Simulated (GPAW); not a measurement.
**Near-edge structure at the Sn K edge of SnPPd5 (P4/mmm)**

Aim: the near-edge shape at the Sn K edge of SnPPd5 (P4/mmm), and what the core hole does to it.

Program: GPAW 26.7.0. Level of theory: X-ray absorption from dipole matrix elements to empty bands, plane-wave PAW LDA. Results are calculated unless marked as measured.

## Step 1: Set-up

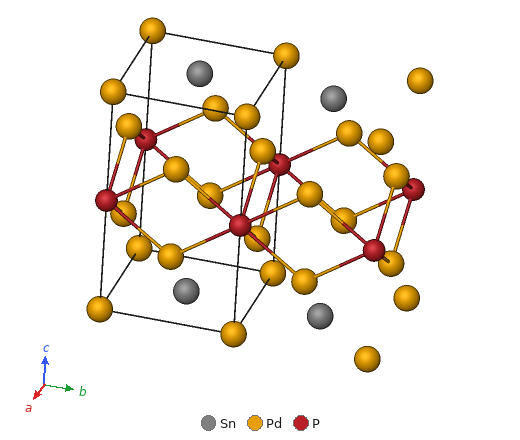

Start, viewed from a free direction; tin grey, palladium orange, phosphorus red. 1×2×1 cells are drawn. Some periodic images of atoms are drawn too.

Structure file:

```xyz
7
Lattice="3.9600 0.0000 0.0000 0.0000 3.9600 0.0000 0.0000 0.0000 6.9890" Properties=species:S:1:pos:R:3 pbc="T T T"
Sn    1.9800    1.9800    0.0000
Pd    0.0000    0.0000    0.0000
Pd    1.9800    0.0000    4.8973
Pd    1.9800    0.0000    2.0917
Pd    0.0000    1.9800    4.8973
Pd    0.0000    1.9800    2.0917
P     0.0000    0.0000    3.4945
```

## Step 2: The field without a hole

A plain self-consistent run shows whether there is a gap, which decides the set-up of the core-hole run.

scf.py

```python
import numpy as np
from ase import Atoms
from ase.parallel import parprint, paropen
from gpaw import GPAW, PW, FermiDirac, Mixer, MixerDif, setup_paths
from gpaw.test import gen
setup_paths.insert(0, '.')
gen('Sn', name='nch1s', xcname='LDA', corehole=(1, 0, 0), write_xml=True)
from gpaw.mpi import world
world.barrier()

atoms = Atoms('SnPd5P',
    cell=[[3.959982, 0, 0],
     [0, 3.959982, 0],
     [0, 0, 6.98899151]],
    scaled_positions=[[0.5, 0.5, 0],
     [0, 0, 0],
     [0.5, 0, 0.70071796],
     [0.5, 0, 0.29928204],
     [0, 0.5, 0.70071796],
     [0, 0.5, 0.29928204],
     [0, 0, 0.5]],
    pbc=True)
atoms.calc = calc = GPAW(legacy_gpaw=True, mode=PW(430, force_complex_dtype=True), xc='LDA', setups={0: 'nch1s'},
    kpts={'size': (6, 6, 4), 'gamma': True}, occupations=FermiDirac(0.05),
    charge=0, mixer=Mixer(0.1, 5, 50), maxiter=150,
    convergence={'density': 0.0001, 'eigenstates': 1e-6}, txt='scf.txt')
energy = atoms.get_potential_energy() + calc.get_reference_energy()
ef = calc.get_fermi_level()
out = dict(energy=energy, fermi=ef, forces=atoms.get_forces().tolist())
parprint(f'all-electron energy {energy:.4f} eV, Fermi level {ef:.4f} eV')
ev = np.array([[calc.get_eigenvalues(k, s) for k in range(len(calc.get_ibz_k_points()))] for s in range(calc.get_number_of_spins())])
out['homo'], out['lumo'], out['counts'] = ev[ev < ef].max(), ev[ev > ef].min(), sorted(set((ev < ef).sum((0, 2)).tolist()))
out['filled'] = (ev[:, 0] < ef).sum(1).tolist()
import json
with paropen('out.json', 'w') as f:
    json.dump(out, f)
```

Command:

```console
> OMP_NUM_THREADS=1 mpirun -n 4 gpaw python scf.py
```

Numbers of over 12 decimals in the logs are rounded to 6 here.

What it wrote:

```text
Input parameters:
  convergence: {density: 0.0001,
                eigenstates: 1e-06}
  kpts: {gamma: True,
         size: (6, 6, 4)}
  maxiter: 150
  mixer: {backend: pulay,
          beta: 0.1,
          method: separate,
          nmaxold: 5,
          weight: 50}
  mode: {ecut: 430.0,
         force_complex_dtype: True,
         name: pw}
  occupations: {fixmagmom: False,
                name: fermi-dirac,
                width: 0.05}
  setups: {0: nch1s}

Initialize ...

[... PAW data sets ...]

Reference energy: -862628.583106  # eV

Spin-paired calculation

[... convergence settings ...]
Symmetries present (total): 16
  [... symmetry matrices ...]

144 k-points: 6 x 6 x 4 Monkhorst-Pack grid + [1/12,1/12,1/8]
30 k-points in the irreducible part of the Brillouin zone
       k-points in crystal coordinates                weights
   0:     0.00000000    0.00000000    0.00000000          1/144
   1:     0.00000000    0.00000000    0.25000000          2/144
   2:     0.00000000    0.00000000    0.50000000          1/144
   3:     0.16666667    0.00000000    0.00000000          4/144
   4:     0.16666667    0.00000000    0.25000000          8/144
   5:     0.16666667    0.00000000    0.50000000          4/144
   6:     0.16666667    0.16666667    0.00000000          4/144
   7:     0.16666667    0.16666667    0.25000000          8/144
   8:     0.16666667    0.16666667    0.50000000          4/144
   9:     0.33333333    0.00000000    0.00000000          4/144
          ...
  29:     0.50000000    0.50000000    0.50000000          1/144

Wave functions: Plane wave expansion
  Cutoff energy: 430.000 eV
  Number of coefficients (min, max): 2199, 2248
  Pulay-stress correction: 0.000000 eV/Ang^3 (de/decut=0.000000)
  Using FFTW library
  Wavefunction extrapolation:
    Improved wavefunction reuse through dual PAW basis

Occupation numbers: Fermi-Dirac:
  width: 0.0500  # eV

Eigensolver
   Davidson(niter=2)

Densities:
  Coarse grid: 20*20*35 grid
  Fine grid: 40*40*70 grid
  Total Charge: 0.000000

Density mixing:
  Method: separate
  Backend: pulay
  Linear mixing parameter: 0.1
  old densities: 5
  Width of damping distribution: 1.1
  Damping of long wavelength oscillations: 50

[... Hamiltonian set-up ...]
Number of atoms: 7
Number of atomic orbitals: 73
Number of bands in calculation: 64
Number of valence electrons: 99
Bands to converge: occupied

... initialized

Initializing position-dependent things.

Density initialized from atomic densities
Creating initial wave functions:
  64 bands from LCAO basis set

Positions:
   0 Sn     1.979991    1.979991    0.000000    ( 0.0000,  0.0000,  0.0000)
   1 Pd     0.000000    0.000000    0.000000    ( 0.0000,  0.0000,  0.0000)
   2 Pd     1.979991    0.000000    4.897312    ( 0.0000,  0.0000,  0.0000)
   3 Pd     1.979991    0.000000    2.091680    ( 0.0000,  0.0000,  0.0000)
   4 Pd     0.000000    1.979991    4.897312    ( 0.0000,  0.0000,  0.0000)
   5 Pd     0.000000    1.979991    2.091680    ( 0.0000,  0.0000,  0.0000)
   6 P      0.000000    0.000000    3.494496    ( 0.0000,  0.0000,  0.0000)

Unit cell:
           periodic     x           y           z      points  spacing
  1. axis:    yes    3.959982    0.000000    0.000000    20     0.1980
  2. axis:    yes    0.000000    3.959982    0.000000    20     0.1980
  3. axis:    yes    0.000000    0.000000    6.988992    35     0.1997

  Lengths:   3.959982   3.959982   6.988992
  Angles:   90.000000  90.000000  90.000000

Effective grid spacing dv^(1/3) = 0.1986

iter:   1   -48.634312
iter:   2   -44.571610   -1.03  -1.21
iter:   3   -41.367142   -0.46  -1.32
iter:   4   -40.843547   -2.04  -1.83
iter:   5   -40.914138   -1.94  -1.78
iter:   6   -40.638456   -1.74  -1.86
iter:   7   -40.632432   -3.17  -2.55
iter:   8   -40.611332c  -3.46  -2.56
iter:   9   -40.609032c  -4.09  -3.01
iter:  10   -40.608744c  -4.59  -3.38
iter:  11   -40.608751c  -5.63  -3.76
iter:  12   -40.608756c  -6.23c -3.87
iter:  13   -40.608757c  -6.50c -3.92
iter:  14   -40.608752c  -7.09c -4.01c

Converged after 14 iterations.

Dipole moment: (-0.000000, -0.000000, -0.000000) |e|*Ang

Energy contributions relative to reference atoms: (reference = -862628.583106)

Kinetic:         -5.069093
Potential:      -14.806927
External:        +0.000000
XC:             -19.766226
Entropy (-ST):   -0.024670
Local:           -0.954172
SIC:             +0.000000
--------------------------
Free energy:    -40.621087
Extrapolated:   -40.608752

Showing only first 2 kpts
 Kpt  Band  Eigenvalues  Occupancy
  0    47      8.91477    2.00000
  0    48      9.05652    2.00000
  0    49      9.09529    2.00000
  0    50     11.74364    0.00000

  1    47      9.09498    2.00000
  1    48      9.78193    1.66285
  1    49      9.78193    1.66285
  1    50     10.94924    0.00000

Fermi level: 9.86172

No gap
No difference between direct/indirect transitions

Forces in eV/Ang:
  0 Sn   -0.00000   -0.00000    0.00000
  1 Pd   -0.00000   -0.00000    0.00000
  2 Pd    0.00000    0.00000    0.01826
  3 Pd    0.00000    0.00000   -0.01826
  4 Pd    0.00000    0.00000    0.01826
  5 Pd    0.00000    0.00000   -0.01826
  6 P     0.00000    0.00000    0.00000
Scalar-relativistic atomic LDA calculation for Sn (Tin, Z=50)
Core hole in 1s state (1s occupation: 2.0)
750 radial gridpoints.
|------------------------------------------------|
|------------------------------------------------|
[... the atom generator's iteration count ...]

Energy contributions:
-------------------------
Kinetic:    +6433.602378
XC:          -159.347132
Potential: -12443.201828
-------------------------
Total:      -6168.946582

state      eigenvalue         ekin         rmax
-----------------------------------------------
1s^2.0 : -1063.730537  1353.317949        0.019
2s^2.0 :  -160.675785   281.234255        0.106
2p^6.0 :  -144.457695   266.941499        0.085
3s^2.0 :   -30.987638    80.007389        0.308
3p^6.0 :   -25.667637    74.293258        0.301
3d^10.0:   -17.408854    67.551481        0.251
4s^2.0 :    -4.906972    21.601013        0.745
4p^6.0 :    -3.291998    18.274761        0.788
4d^10.0:    -0.952163    12.016196        0.887
5s^2.0 :    -0.396843     2.800661        2.004
5p^2.0 :    -0.142200     1.472983        2.539
-----------------------------------------------
(units: Bohr and Hartree)

Generating PAW setup
Kinetic energy of the core from tauc = 6485.771847
Cutoffs:
rc(s)=2.270
rc(p)=2.400
rc(d)=2.240
rc(vbar)=2.250
rc(comp)=2.260
rc(nct)=2.400

Kinetic energy of the core states: 6304.893134
Charge: 0.0
Core electrons: 36.0
Valence electrons: 14.0
Pseudo-core charge: 0.328396
Shape function alpha=1.958
Pseudo-electron charge 6.835440
state    eigenvalue         norm
--------------------------------
5s(2) :    -0.396843     1.152734
*s    :     0.603157
5p(2) :    -0.142200     1.024228
*p    :     0.857800
4d(10):    -0.952163     0.215312
*d    :     0.047837
--------------------------------

Diagonalizing with gridspacing h=0.050

state   all-electron     PAW
-------------------------------
5s:      -0.396843    -0.397377
5p:      -0.142200    -0.142842
4d:      -0.952163    -0.953074
*f:                    0.066259
-------------------------------
all-electron energy -862669.1919 eV, Fermi level 9.8617 eV
```

Run time: 16 s. Hardware: 4 MPI ranks of Intel Xeon 6975P-C (Granite Rapids), shared host; peak memory 0.24 GiB.

The mesh shows no gap, so the system is treated as a metal and the core electron is put at the Fermi level (neutral cell).

## Step 3: Spectrum without a core hole, Sn atom 1

Without a hole the spectrum is the empty density of states of the right symmetry on the absorber, weighted by matrix elements. It needs only the small cell and serves as the baseline. The data set with a hole of occupation 0 only carries the core orbital.

The absorber has 4 Pd at 2.80 Å and 8 Pd at 2.88 Å (distorted cuboctahedral, site symmetry 4/mmm).

xas.py

```python
import numpy as np
from ase import Atoms
from ase.parallel import parprint, paropen
from gpaw import GPAW, PW, FermiDirac, Mixer, MixerDif, setup_paths
from gpaw.test import gen
setup_paths.insert(0, '.')
gen('Sn', name='nch1s', xcname='LDA', corehole=(1, 0, 0), write_xml=True)
from gpaw.mpi import world
world.barrier()

atoms = Atoms('SnPd5P',
    cell=[[3.959982, 0, 0],
     [0, 3.959982, 0],
     [0, 0, 6.98899151]],
    scaled_positions=[[0.5, 0.5, 0],
     [0, 0, 0],
     [0.5, 0, 0.70071796],
     [0.5, 0, 0.29928204],
     [0, 0.5, 0.70071796],
     [0, 0.5, 0.29928204],
     [0, 0, 0.5]],
    pbc=True)
atoms.calc = calc = GPAW(legacy_gpaw=True, mode=PW(430, force_complex_dtype=True), xc='LDA', setups={0: 'nch1s'},
    kpts={'size': (9, 9, 5), 'gamma': True}, occupations=FermiDirac(0.1),
    charge=0, mixer=Mixer(0.1, 5, 50), maxiter=150,
    convergence={'density': 0.0001, 'eigenstates': 1e-6}, txt='scf.txt')
energy = atoms.get_potential_energy() + calc.get_reference_energy()
ef = calc.get_fermi_level()
out = dict(energy=energy, fermi=ef, forces=atoms.get_forces().tolist())
parprint(f'all-electron energy {energy:.4f} eV, Fermi level {ef:.4f} eV')
ev = np.array([[calc.get_eigenvalues(k, s) for k in range(len(calc.get_ibz_k_points()))] for s in range(calc.get_number_of_spins())])
out['homo'], out['lumo'], out['counts'] = ev[ev < ef].max(), ev[ev > ef].min(), sorted(set((ev < ef).sum((0, 2)).tolist()))
out['filled'] = (ev[:, 0] < ef).sum(1).tolist()

from ase.units import Ha
from gpaw.xas import dipole_matrix_elements
nb = int(calc.get_number_of_electrons() / 2) + 93
top, nb = nb, nb + 8 + nb // 12
nscf = calc.fixed_density(kpts={'size': (7, 7, 4), 'gamma': True}, nbands=nb,
    convergence={'bands': top, 'eigenstates': 5e-3}, maxiter=60, txt='nscf.txt')
cell = atoms.cell.array
ops = [cell.T @ U.T @ np.linalg.inv(cell.T) for U in nscf.wfs.kd.symmetry.op_scc]
E = np.arange(-25, 34, 0.1)
fwhm = np.interp(E, [4, 25], [8.49, 8.49])
Y, X, zero, highest = 0, 0, 1e9, 1e9
for spin in range(nscf.get_number_of_spins()):
    wfs = nscf.wfs
    mine = wfs.bd.get_slice()  # this rank's bands
    A = dipole_matrix_elements(wfs.setups[0])
    eps = np.zeros((wfs.kd.nibzkpts, nb))
    d = np.zeros((3, A.shape[1], wfs.kd.nibzkpts, nb), complex)
    for kpt in wfs.kpt_u:
        if kpt.s == spin and 0 in kpt.P_ani:
            eps[kpt.k, mine] = kpt.eps_n * Ha
            d[:, :, kpt.k, mine] = (kpt.weight * wfs.nspins / 2) ** 0.5 * np.inner(A, kpt.P_ani[0])
    world.sum(eps)
    world.sum(d)
    T = np.einsum('amkn,bmkn->abkn', d, d.conj()).real
    T = sum(np.einsum('ai,ijkn,bj->abkn', R, T, R) for R in ops) / len(ops)
    empty = eps > ef
    zero, highest = min(zero, eps[empty].min()), min(highest, eps[:, top - 1].min())
    lines = [(eps, T, empty)] if spin == 0 else lines + [(eps, T, empty)]
for eps, T, empty in lines:
    f = np.einsum('aakn->akn', T).reshape(3, -1)
    x = eps.ravel() - zero
    w = np.interp(x, E, fwhm) / 2.35482
    g = np.exp(-0.5 * ((E[:, None] - x) / w) ** 2) / (w * (2 * np.pi) ** 0.5)
    Y = Y + (f * empty.ravel()) @ g.T
    X = X + (f * ~empty.ravel()) @ g.T
out.update(E=E.round(2).tolist(), xas=Y.tolist(), xes=X.tolist(), zero=zero, valid=highest - zero, nk=len(eps), nb=nb)
for i in range(0, len(E), 10):
    parprint(f'{E[i]:7.2f}', *(f'{v:10.3e}' for v in Y[:, i]))
import json
with paropen('out.json', 'w') as f:
    json.dump(out, f)
```

Command:

```console
> OMP_NUM_THREADS=1 mpirun -n 4 gpaw python xas.py
```

What it wrote:

```text
Input parameters:
  convergence: {density: 0.0001,
                eigenstates: 1e-06}
  kpts: {gamma: True,
         size: (9, 9, 5)}
  maxiter: 150
  mixer: {backend: pulay,
          beta: 0.1,
          method: separate,
          nmaxold: 5,
          weight: 50}
  mode: {ecut: 430.0,
         force_complex_dtype: True,
         name: pw}
  occupations: {fixmagmom: False,
                name: fermi-dirac,
[...]
*d    :     0.047837
--------------------------------

Diagonalizing with gridspacing h=0.050

state   all-electron     PAW
-------------------------------
5s:      -0.396843    -0.397377
5p:      -0.142200    -0.142842
4d:      -0.952163    -0.953074
*f:                    0.066259
-------------------------------
all-electron energy -862669.1920 eV, Fermi level 9.8504 eV
[...]
32.00  2.027e-08  2.027e-08  1.834e-08
  33.00  2.037e-08  2.037e-08  1.770e-08
[key lines of the parts left out:]
Converged after 13 iterations.
Dipole moment: (0.000000, -0.000000, -0.000000) |e|*Ang
Free energy:    -40.659527
Fermi level: 9.85036
```

Elapsed: 39 s, on 4 MPI ranks; peak memory 0.37 GiB.

The Sn K spectrum, Sn atom 1, no core hole (energy from the lowest empty level; intensity scaled to a mean of 1 over the first 20 eV; polarised curves are means over the symmetry-equivalent atoms):

```tsv
E (eV)	isotropic	ε ⊥ c	ε ∥ c
-2.0	0.31	0.31	0.31
-0.5	0.48	0.48	0.47
1.0	0.66	0.65	0.66
2.5	0.84	0.82	0.86
4.0	1.00	0.97	1.06
5.5	1.14	1.10	1.23
7.0	1.24	1.20	1.32
8.5	1.28	1.25	1.33
10.0	1.25	1.25	1.25
11.5	1.18	1.20	1.14
13.0	1.08	1.11	1.02
14.5	0.98	1.01	0.92
16.0	0.88	0.90	0.84
17.5	0.80	0.82	0.77
19.0	0.74	0.76	0.72
20.5	0.72	0.72	0.71
22.0	0.73	0.73	0.75
23.5	0.79	0.76	0.84
25.0	0.86	0.82	0.95
26.5	0.95	0.90	1.05
28.0	1.02	0.98	1.10
29.5	1.07	1.05	1.10
31.0	1.09	1.10	1.05
```

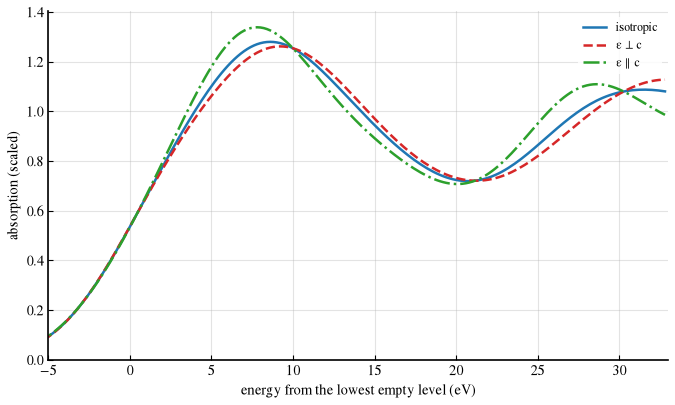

The Sn K edge, Sn atom 1, no core hole: main maxima at 8.6 eV.

Main maxima below 30 eV (height): 8.6 eV (1.28). A K edge sees empty p states on the absorber.

The same matrix elements for filled bands give the Sn K emission of Sn atom 1 (ground-state approximation; energy from the lowest empty level, largest value 1):

```tsv
E (eV)	emission
-24.0	0.00
-22.5	0.00
-21.0	0.00
-19.5	0.00
-18.0	0.00
-16.5	0.01
-15.0	0.02
-13.5	0.06
-12.0	0.14
-10.5	0.28
-9.0	0.49
-7.5	0.72
-6.0	0.91
-4.5	1.00
-3.0	0.94
-1.5	0.77
0.0	0.55
1.5	0.35
3.0	0.19
```

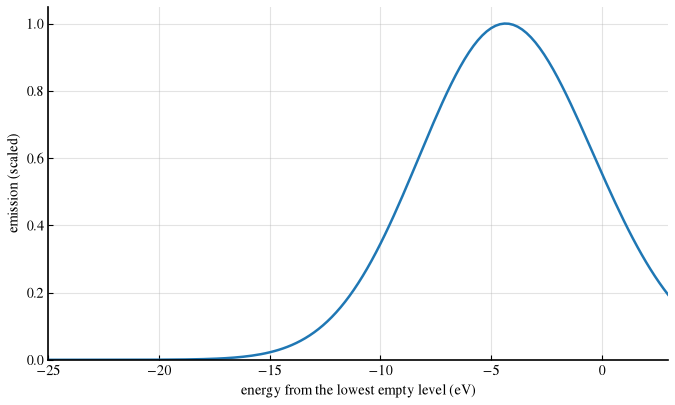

X-ray emission from the filled bands.

Emission maxima: -4.4 eV (1.00).

## Step 4: Supercell without a hole, the energy reference

The photon energy needs a difference of total energies, so the cell and mesh of the coming hole run are first run without a hole.

Edit scf.py of step 2 so:

```diff
@@ -10,16 +10,23 @@
 
-atoms = Atoms('SnPd5P',
-    cell=[[3.959982, 0, 0],
-     [0, 3.959982, 0],
-     [0, 0, 6.98899151]],
-    scaled_positions=[[0.5, 0.5, 0],
+atoms = Atoms('Sn2Pd10P2',
+    cell=[[-3.959982, 3.959982, 0],
+     [-3.959982, -3.959982, 0],
+     [3.959982, 0, 6.98899151]],
+    scaled_positions=[[0, 0.5, 0],
+     [0.5, 0, 0],
      [0, 0, 0],
-     [0.5, 0, 0.70071796],
-     [0.5, 0, 0.29928204],
-     [0, 0.5, 0.70071796],
-     [0, 0.5, 0.29928204],
-     [0, 0, 0.5]],
+     [0.5, 0.5, 0],
+     [0.10035898, 0.10035898, 0.70071796],
+     [0.60035898, 0.60035898, 0.70071796],
+     [0.89964102, 0.89964102, 0.29928204],
+     [0.39964102, 0.39964102, 0.29928204],
+     [0.60035898, 0.10035898, 0.70071796],
+     [0.10035898, 0.60035898, 0.70071796],
+     [0.39964102, 0.89964102, 0.29928204],
+     [0.89964102, 0.39964102, 0.29928204],
+     [0.25, 0.25, 0.5],
+     [0.75, 0.75, 0.5]],
     pbc=True)
 atoms.calc = calc = GPAW(legacy_gpaw=True, mode=PW(430, force_complex_dtype=True), xc='LDA', setups={0: 'nch1s'},
-    kpts={'size': (6, 6, 4), 'gamma': True}, occupations=FermiDirac(0.05),
+    kpts={'size': (5, 5, 5), 'gamma': True}, occupations=FermiDirac(0.1),
     charge=0, mixer=Mixer(0.1, 5, 50), maxiter=150,
```

Command:

```console
> OMP_NUM_THREADS=1 mpirun -n 4 gpaw python scf.py
```

What it wrote:

```text
Input parameters:
  convergence: {density: 0.0001,
                eigenstates: 1e-06}
  kpts: {gamma: True,
         size: (5, 5, 5)}
  maxiter: 150
  mixer: {backend: pulay,
          beta: 0.1,
          method: separate,
          nmaxold: 5,
          weight: 50}
  mode: {ecut: 430.0,
         force_complex_dtype: True,
         name: pw}
  occupations: {fixmagmom: False,
                name: fermi-dirac,
[...]
<dir> UserWarning: Initial realspace grid (27,27,40) inconsistent with symmetries.
  warnings.warn(
<dir> UserWarning: Initial realspace grid (27,27,40) inconsistent with symmetries.
  warnings.warn(
<dir> UserWarning: Using symmetrized grid: (40,40,40).

  warnings.warn('Using symmetrized grid: ({},{},{}).\n'.format(*N_c))
<dir> UserWarning: Using symmetrized grid: (40,40,40).

  warnings.warn('Using symmetrized grid: ({},{},{}).\n'.format(*N_c))
all-electron energy -1725338.4219 eV, Fermi level 9.8373 eV
[key lines of the parts left out:]
Converged after 15 iterations.
Dipole moment: (-0.000000, 0.000000, -0.000000) |e|*Ang
Free energy:    -81.341943
Fermi level: 9.83732
```

Wall time 1.7 min (4 MPI ranks); peak memory 0.46 GiB; 6.7 min of CPU time.

Reference energy: -1725338.422 eV with the cores included.

[end of part 1 of 2]

[Banner, clock and machine lines of the logs are left out without a mark of their own.]

[Logs are printed without paths, hosts, clocks, repeated set-up lines and the standing remarks that a program may print on its own settings, such as how far it seeks lower states.]

[Hosts, paths, dates, database ids (printed as entryN), source tags and the programs' standing remarks are cut or masked in the printed files.]

[Lists of maxima count a maximum above −3 eV only where it reaches 4 % of the highest in the window and stands out from its surroundings by 2 % of it (1.5 % where it reaches 55 %); shoulders and weaker maxima are passed over, and of the rest the first, up to two pre-edge ones and the few strongest are named.]
